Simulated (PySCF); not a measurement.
# Two runs on C$_{2}$H$_{7}$NSi

System: C$_{2}$H$_{7}$NSi, SMILES C=N[SiH2]C.
Method of run 1: GIAO PBE0/6-31G NMR shielding, non-relativistic, gas phase (PySCF 2.14.0).

The geometry comes from this level: PBE0-D3(BJ)/def2-SVP. Text and figures count atoms from 1; the logs count them from 0 in places.

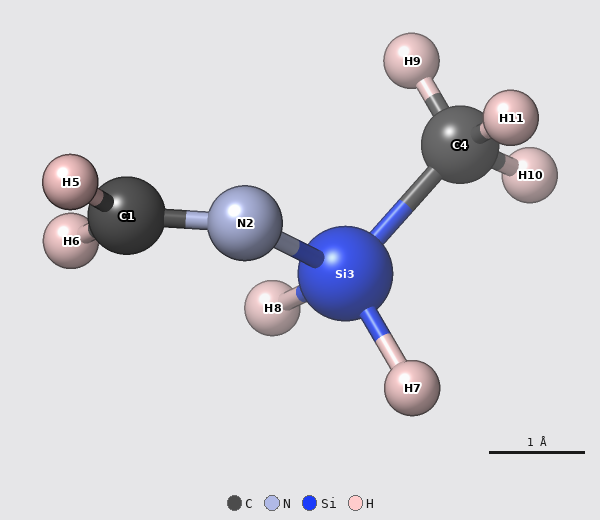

Fig. 1: The input geometry (ball-and-stick view, seen at a tilt; atoms are numbered from 1 in the order of the input). Bond lengths as drawn: C–H 1.10 to 1.11 Å, C–N 1.26 Å, C–Si 1.87 Å, H–Si 1.49 to 1.51 Å and N–Si 1.76 Å.

**The input, run 1**
```
{"job": {"kind": "nmr", "xc": "PBE0", "basis": "6-31G", "pop": true}, "charge": 0, "multiplicity": 1}
C      2.190306     0.242155     0.309636
N      1.145681     0.527023    -0.336349
Si    -0.258594    -0.519923    -0.506808
C     -1.754797     0.383571     0.158143
H      3.026834     0.964314     0.375237
H      2.357882    -0.717564     0.848203
H     -0.418099    -0.799350    -1.964990
H     -0.060095    -1.824960     0.216296
H     -1.649772     0.572382     1.237443
H     -2.670652    -0.206189    -0.001402
H     -1.870782     1.352117    -0.351193
```

The first line tells a small driver script what to run in PySCF; the rest is the geometry in Å.

Command:
```bash
OMP_NUM_THREADS=1 python <driver script> task.json out
```

Hardware: 1 CPU thread, shared host.

**Output (run 1)**
```
coarse grid: 9200 points
cycle   1  E = -424.2618830137  dE =  2.011e-01  |g| = 4.412e-01  |ddm| = 2.888e+00
cycle   2  E = -424.1770461709  dE =  8.484e-02  |g| = 7.436e-01  |ddm| = 1.228e+00
cycle   3  E = -424.3103799384  dE = -1.333e-01  |g| = 1.087e-01  |ddm| = 7.898e-01
cycle   4  E = -424.3132884959  dE = -2.909e-03  |g| = 2.307e-02  |ddm| = 1.057e-01
cycle   5  E = -424.3134170981  dE = -1.286e-04  |g| = 4.652e-03  |ddm| = 2.509e-02
cycle   6  E = -424.3134234958  dE = -6.398e-06  |g| = 1.088e-03  |ddm| = 6.859e-03
final grid: 82944 points
cycle   7  E = -424.2708837872  dE = -6.669e-06  |g| = 5.390e-03  |ddm| = 1.166e-02
cycle   8  E = -424.2708800544  dE =  3.733e-06  |g| = 6.691e-03  |ddm| = 1.124e-02
cycle   9  E = -424.2708912431  dE = -1.119e-05  |g| = 1.242e-03  |ddm| = 6.655e-03
cycle  10  E = -424.2708916093  dE = -3.662e-07  |g| = 1.235e-04  |ddm| = 1.066e-03
cycle  11  E = -424.2708916127  dE = -3.393e-09  |g| = 4.516e-05  |ddm| = 1.617e-04
cycle  12  E = -424.2708916133  dE = -5.596e-10  |g| = 1.051e-05  |ddm| = 6.001e-05
converged SCF energy = -424.2708916133

GIAO shielding tensors (ppm)
atom      isotropic    diamagn.    paramagn.     s11        s22        s33       span
  0 C       37.901     254.749    -216.848    -50.832     25.486    139.048    189.880
  1 N     -134.100     331.383    -465.483   -553.441   -144.519    295.661    849.102
  2 Si     438.648     881.842    -443.194    382.336    439.719    493.890    111.555
  3 C      202.596     253.031     -50.435    194.833    203.160    209.795     14.963
  4 H       23.385      27.963      -4.578     22.753     23.356     24.046      1.292
  5 H       23.189      29.501      -6.312     21.099     23.454     25.014      3.915
  6 H       27.369      29.739      -2.371     24.231     25.544     32.330      8.099
  7 H       27.828      29.961      -2.133     24.803     25.815     32.866      8.063
  8 H       32.181      30.331       1.850     27.501     29.571     39.471     11.970
  9 H       32.320      29.697       2.623     27.704     29.034     40.223     12.520
 10 H       31.577      29.854       1.723     26.973     28.805     38.953     11.980
```

The input of run 2 differs as follows (lines with − go, lines with + come):
```diff
-"basis": "6-31G"
+"basis": "STO-3G"
```

What does this change do to the results?

The total energy of run 2 is 3080.3 kcal/mol higher, which measures the change of basis and not a stability. The HOMO goes from −6.63 to −3.96 eV. The LUMO goes from −0.43 to 3.02 eV. The dipole moment goes from 1.45 to 1.29 D. Of all shieldings, the largest change is that of N2, by +119.1 ppm. The number of SCF iterations is the same. The basis functions go from 54 to 31.

**Output (run 2)**
```
coarse grid: 9200 points
cycle   1  E = -419.2970353647  dE =  8.637e-02  |g| = 5.146e-01  |ddm| = 3.938e+00
cycle   2  E = -419.1551496571  dE =  1.419e-01  |g| = 8.882e-01  |ddm| = 1.617e+00
cycle   3  E = -419.3823199774  dE = -2.272e-01  |g| = 6.699e-02  |ddm| = 1.017e+00
cycle   4  E = -419.3836943294  dE = -1.374e-03  |g| = 2.092e-02  |ddm| = 1.121e-01
cycle   5  E = -419.3838124046  dE = -1.181e-04  |g| = 4.209e-03  |ddm| = 2.576e-02
cycle   6  E = -419.3838179532  dE = -5.549e-06  |g| = 7.903e-04  |ddm| = 5.774e-03
final grid: 82944 points
cycle   7  E = -419.3620721112  dE = -5.319e-06  |g| = 3.040e-03  |ddm| = 1.122e-02
cycle   8  E = -419.3620727362  dE = -6.251e-07  |g| = 2.800e-03  |ddm| = 8.117e-03
cycle   9  E = -419.3620750788  dE = -2.343e-06  |g| = 6.166e-04  |ddm| = 3.965e-03
cycle  10  E = -419.3620751866  dE = -1.077e-07  |g| = 9.418e-05  |ddm| = 7.406e-04
cycle  11  E = -419.3620751892  dE = -2.639e-09  |g| = 1.290e-05  |ddm| = 1.293e-04
cycle  12  E = -419.3620751893  dE = -6.298e-11  |g| = 1.504e-06  |ddm| = 2.492e-05
converged SCF energy = -419.3620751893

GIAO shielding tensors (ppm)
atom      isotropic    diamagn.    paramagn.     s11        s22        s33       span
  0 C      110.904     253.774    -142.870     17.580    132.086    183.046    165.467
  1 N      -14.997     317.278    -332.275   -449.697     18.641    386.065    835.763
  2 Si     543.011     869.236    -326.225    494.619    541.055    593.358     98.739
  3 C      236.716     246.107      -9.391    228.955    237.681    243.511     14.556
  4 H       24.580      29.435      -4.855     24.195     24.409     25.137      0.942
  5 H       25.375      31.666      -6.292     21.709     25.912     28.503      6.794
  6 H       29.612      31.219      -1.607     26.262     27.075     35.498      9.236
  7 H       29.926      32.619      -2.693     26.492     27.365     35.920      9.428
  8 H       32.435      30.836       1.599     27.204     29.281     40.819     13.615
  9 H       32.339      29.441       2.898     27.022     28.810     41.184     14.162
 10 H       32.010      30.041       1.970     26.688     28.847     40.495     13.808
```

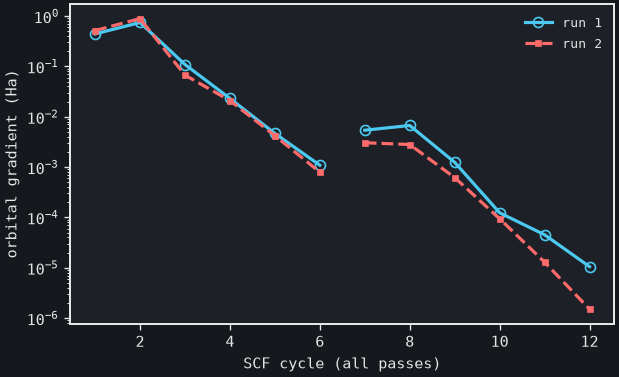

Fig. 2: Convergence of the two runs: orbital gradient against the SCF cycle. A break in a curve parts two SCF passes (coarse and final grid). Run 1 takes 12 cycles in all, and run 2 takes 12.

**The two runs side by side**

```csv
quantity,run 1,run 2
outcome,converged,converged
total energy (hartree),−424.270892,−419.362075
HOMO (eV),−6.63,−3.96
LUMO (eV),−0.43,3.02
dipole moment (D),1.45,1.29
shielding of C1 (ppm),37.9,110.9
shielding of N2 (ppm),−134.1,−15.0
shielding of Si3 (ppm),438.6,543.0
shielding of C4 (ppm),202.6,236.7
shielding of H6 (ppm),23.2,25.4
shielding of H7 (ppm),27.4,29.6
shielding of H8 (ppm),27.8,29.9
SCF iterations,12,12
basis functions,54,31
wall time (shared host),3.9 s,2 s
```
